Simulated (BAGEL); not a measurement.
# One shape, several levels: TiO2 (titanium dioxide)

Wanted: a comparison of 4 runs (B3LYP/6-31G*, B3LYP/aug-cc-pVDZ, PBE0/aug-cc-pVDZ, RI-MP2/aug-cc-pVDZ) of TiO2 (titanium dioxide). 

The calculation is run with BAGEL 1.2.2.

2 further runs of the same task are left out: 2 that didn't finish. Runs told in other sessions of the task aren't counted.

### 1 Starting point

The species is TiO2 (3 atoms), meant as a singlet with charge 0. As SMILES, `[O]=[Ti]=[O]`. The shape is that of a PBE0-D4/def2-TZVP optimisation.

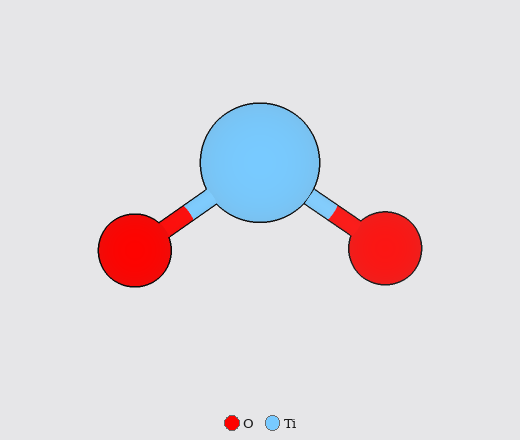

Viewed from a chosen angle; oxygen red, titanium blue.

### 2 The energy at B3LYP/6-31G(d) (density fitting with qzvpp-jkfit, spherical functions) (run 1)

Contents of dft.json:

```json
{ "bagel": [

{
  "title": "molecule",
  "basis": "6-31gs.json",
  "df_basis": "qzvpp-jkfit",
  "angstrom": true,
  "geometry": [
    { "atom": "O", "xyz": [    0.921000,    0.928800,    0.444600 ] },
    { "atom": "Ti", "xyz": [    0.135000,   -0.492000,    0.331600 ] },
    { "atom": "O", "xyz": [   -1.056100,   -0.436800,   -0.776200 ] }
  ]
},
{ "title": "ks", "xc_func": "b3lyp" },
{ "title": "print", "file": "orbitals.molden", "orbitals": true }

]}
```

The basis set 6-31G* is read from a file made from the Basis Set Exchange's data (not shown).

The run is started by

```console
BAGEL_NUM_THREADS=1 BAGEL dft.json > dft.out
```

Log:

```text
* using 1 threads per process

  ===============================================================
  ===============================================================

  *** Geometry ***

  { "atom" : "O", "xyz" : [      1.740438,      1.755178,      0.840172 ] },
  { "atom" : "Ti", "xyz" : [      0.255113,     -0.929745,      0.626633 ] },
  { "atom" : "O", "xyz" : [     -1.995740,     -0.825432,     -1.466805 ] },

  Number of auxiliary basis functions:      418

  Since a DF basis is specified, we compute 2- and 3-index integrals:
    o Being stored without compression. Storage requirement is 0.013 GB

  Number of basis functions:       62
  Number of electrons      :       38

    * METHOD: MOLECULE                             0.28

  *** Kohn-Sham DFT ***

    * Removing 4130 points whose weight is below 1.00e-10
    * Grid points: 40588

  === Nuclear Repulsion ===
   127.0099190101

       - DIIS with orbital gradients will be used.

  === KS iteration (b3lyp / 6-31gs.json) ===
      0       -956.50357623          0.21480223           0.24
      1       -946.64764492          0.19925904           0.18
      2       -941.39520122          0.21583852           0.17
      3       -998.18825283          0.07506715           0.24
      4       -995.08021390          0.15582256           0.16
      5       -990.38377419          0.22387283           0.15
      6       -997.41778178          0.12695964           0.15
      7       -999.34871634          0.04324510           0.15
      8       -998.47149486          0.09403623           0.15
      9       -999.48207033          0.04741857           0.15
     10       -999.70867678          0.03100180           0.16
     11       -999.88827505          0.00455942           0.17
     12       -999.89257653          0.00084631           0.12
     13       -999.89273224          0.00012911           0.12
     14       -999.89273420          0.00009394           0.12
     15       -999.89273616          0.00000960           0.12
     16       -999.89273619          0.00000150           0.12
     17       -999.89273620          0.00000063           0.12
     18       -999.89273620          0.00000038           0.12
     19       -999.89273620          0.00000010           0.12
     20       -999.89273620          0.00000014           0.12
     21       -999.89273620          0.00000003           0.12
     22       -999.89273620          0.00000002           0.12
     23       -999.89273620          0.00000000           0.12
    * SCF iteration converged.

    * Permanent dipole moment:
           (   -0.573847,     2.091217,    -1.409359) a.u.

    * METHOD: KS                                   3.78

    * METHOD: PRINT                                0.01

  ===============================================================
```

Run time: 4.5 s. Hardware: 1 thread of Intel Xeon Platinum 8259CL at 2.50GHz (Skylake/Cascade Lake), shared host; peak memory 0.17 GiB.

### 3 The energy at B3LYP/aug-cc-pVDZ (density fitting with qzvpp-jkfit) (run 2)

Contents of input.json:

```json
{ "bagel": [

{
  "title": "molecule",
  "basis": "aug-cc-pvdz.json",
  "df_basis": "qzvpp-jkfit",
  "angstrom": "true",
  "geometry": [
    { "atom": "O", "xyz": [    0.921000,    0.928800,    0.444600 ] },
    { "atom": "Ti", "xyz": [    0.135000,   -0.492000,    0.331600 ] },
    { "atom": "O", "xyz": [   -1.056100,   -0.436800,   -0.776200 ] }
  ]
},
{
  "title": "ks",
  "xc_func": "b3lyp"
},
{
  "title": "print",
  "file": "orbitals.molden",
  "orbitals": "true"
}

]}
```

The basis set aug-cc-pVDZ is read from a file made from the Basis Set Exchange's data (not shown).

The run is started by

```console
BAGEL_NUM_THREADS=1 BAGEL input.json > input.out
```

Log:

```text
* using 1 threads per process

  ===============================================================
  ===============================================================

  *** Geometry ***

  { "atom" : "O", "xyz" : [      1.740438,      1.755178,      0.840172 ] },
  { "atom" : "Ti", "xyz" : [      0.255113,     -0.929745,      0.626633 ] },
  { "atom" : "O", "xyz" : [     -1.995740,     -0.825432,     -1.466805 ] },

  Number of auxiliary basis functions:      418

  Since a DF basis is specified, we compute 2- and 3-index integrals:
    o Being stored without compression. Storage requirement is 0.037 GB

  Number of basis functions:      105
  Number of electrons      :       38

    * METHOD: MOLECULE                             0.42

  *** Kohn-Sham DFT ***

    * Removing 4130 points whose weight is below 1.00e-10
    * Grid points: 40588

  === Nuclear Repulsion ===
   127.0099190101

       - DIIS with orbital gradients will be used.

  === KS iteration (b3lyp / aug-cc-pvdz.json) ===
      0       -955.64832666          0.10640755           0.30
      1       -946.97151169          0.15370426           0.32
      2       -943.55225141          0.11337530           0.38
      3       -985.52759843          0.15032407           0.27
      4       -994.42972418          0.07622113           0.27
      5       -998.24464063          0.04334002           0.27
      6       -998.18541082          0.04122551           0.32
      7       -999.42283710          0.02574165           0.27
      8       -998.98714969          0.04900870           0.26
      9      -1000.00681132          0.00263001           0.26
     10      -1000.00891337          0.00202085           0.26
     11      -1000.01025397          0.00149956           0.27
     12      -1000.01159400          0.00034197           0.27
     13      -1000.01164242          0.00018644           0.28
     14      -1000.01165988          0.00001375           0.30
     15      -1000.01166000          0.00000225           0.28
     16      -1000.01166001          0.00000107           0.26
     17      -1000.01166001          0.00000054           0.27
     18      -1000.01166001          0.00000066           0.28
     19      -1000.01166001          0.00000023           0.26
     20      -1000.01166001          0.00000007           0.26
     21      -1000.01166001          0.00000005           0.26
     22      -1000.01166001          0.00000001           0.27
    * SCF iteration converged.

    * Permanent dipole moment:
           (   -0.580162,     2.114303,    -1.424899) a.u.

    * METHOD: KS                                   6.84

    * METHOD: PRINT                                0.03

  ===============================================================
```

It took 7.8 s on 1 thread of Intel Xeon Platinum 8259CL at 2.50GHz (Skylake/Cascade Lake), shared host; peak memory 0.26 GiB.

Run 3 isn't shown in full; the table further down has it.

### 4 A single-point energy at RI-MP2/aug-cc-pVDZ (density fitting with qzvpp-jkfit) (run 4)

Contents of calc.json:

```json
{ "bagel": [

{
  "title": "molecule",
  "basis": "aug-cc-pvdz.json",
  "df_basis": "qzvpp-jkfit",
  "angstrom": true,
  "geometry": [
    { "atom": "O", "xyz": [       0.921000,       0.928800,       0.444600 ] },
    { "atom": "Ti", "xyz": [       0.135000,      -0.492000,       0.331600 ] },
    { "atom": "O", "xyz": [      -1.056100,      -0.436800,      -0.776200 ] }
  ]
},

{
  "title": "hf"
},

{
  "title": "mp2",
  "ncore": 7
}

]}
```

The basis set aug-cc-pVDZ is read from a file made from the Basis Set Exchange's data (not shown).

The run is started by

```console
BAGEL_NUM_THREADS=1 BAGEL calc.json > calc.out
```

Log:

```text
* using 1 threads per process

  ===============================================================
  ===============================================================

  *** Geometry ***

  { "atom" : "O", "xyz" : [      1.740438,      1.755178,      0.840172 ] },
  { "atom" : "Ti", "xyz" : [      0.255113,     -0.929745,      0.626633 ] },
  { "atom" : "O", "xyz" : [     -1.995740,     -0.825432,     -1.466805 ] },

  Number of auxiliary basis functions:      418

  Since a DF basis is specified, we compute 2- and 3-index integrals:
    o Being stored without compression. Storage requirement is 0.037 GB

  Number of basis functions:      105
  Number of electrons      :       38

    * METHOD: MOLECULE                             0.60

  *** RHF ***

  === Nuclear Repulsion ===
   127.0099190101

      * DIIS with orbital gradients will be used.

  === RHF iteration (aug-cc-pvdz.json) ===
      0       -997.32419972          0.02830356           0.08
      1       -989.86073950          0.13411652           0.08
      2       -997.96207850          0.01674139           0.08
      3       -998.13491124          0.00367226           0.08
      4       -998.14417524          0.00063029           0.12
      5       -998.14477291          0.00025436           0.08
      6       -998.14498903          0.00011196           0.07
      7       -998.14501776          0.00004866           0.07
      8       -998.14502698          0.00002722           0.07
      9       -998.14502919          0.00002086           0.07
     10       -998.14503023          0.00000782           0.07
     11       -998.14503047          0.00000424           0.07
     12       -998.14503052          0.00000370           0.07
     13       -998.14503056          0.00000132           0.08
     14       -998.14503056          0.00000070           0.07
     15       -998.14503056          0.00000058           0.07
     16       -998.14503056          0.00000025           0.08
     17       -998.14503056          0.00000013           0.07
     18       -998.14503056          0.00000009           0.07
     19       -998.14503056          0.00000005           0.08
     20       -998.14503056          0.00000003           0.08
     21       -998.14503056          0.00000002           0.07
     22       -998.14503056          0.00000001           0.08
     23       -998.14503056          0.00000001           0.07
    * SCF iteration converged.

    * Permanent dipole moment:
           (   -0.691729,     2.520939,    -1.698923) a.u.

    * METHOD: HF                                   2.24

  *** RHF ***

  === Nuclear Repulsion ===
   127.0099190101

      * DIIS with orbital gradients will be used.

  === RHF iteration (aug-cc-pvdz.json) ===
      0       -998.14503056          0.00000001           0.07
    * SCF iteration converged.

    * Permanent dipole moment:
           (   -0.691728,     2.520939,    -1.698923) a.u.

  === DF-MP2 calculation ===

    * freezing 7 orbitals
    * 3-index integral transformation done
    * assembly done

      MP2 correlation energy:   -0.8217220837      0.06

      MP2 total energy:       -998.9667526470

    * METHOD: MP2                                  0.23

  ===============================================================
```

Run time: 3.6 s. Hardware: 1 thread of Intel Xeon Platinum 8259CL at 2.50GHz (Skylake/Cascade Lake), shared host; peak memory 0.14 GiB.

### 5 All runs side by side

| run | level | frozen core orbitals | energy (Eh) | dipole moment (D) | HOMO energy (eV) | LUMO energy (eV) | wall time |
| --- | --- | --- | --- | --- | --- | --- | --- |
| 1 | B3LYP/6-31G* (density fitting with qzvpp-jkfit, spherical functions) | – | -999.892736 | 6.57 | -6.50 | -3.00 | 4.5 s |
| 2 | B3LYP/aug-cc-pVDZ (density fitting with qzvpp-jkfit) | – | -1000.011660 | 6.65 | -7.12 | -3.23 | 7.8 s |
| 3 | PBE0/aug-cc-pVDZ (density fitting with qzvpp-jkfit) | – | -999.631329 | 6.72 | -7.33 | -2.84 | 7.8 s |
| 4 | RI-MP2/aug-cc-pVDZ (density fitting with qzvpp-jkfit) | 7 | -998.966753 | – | – | – | 3.6 s |

### 6 What came out

| quantity | value |
| --- | --- |
| run 4: total energy | -998.96675 Eh |
| run 4: correlation energy (7 core orbitals frozen) | -821.7 mEh |

In words: Over runs 1, 2, 3 the dipole moment (its size) runs from 6.57 D (B3LYP/6-31G*) to 6.72 D (PBE0/aug-cc-pVDZ). The two ends differ in method and basis. Over runs 1, 2, 3 the HOMO–LUMO gap runs from 3.49 eV (B3LYP/6-31G*) to 4.49 eV (PBE0/aug-cc-pVDZ). Totals of different functionals can't be ranked against each other. All runs together took 24 s, the longest 7.8 s.
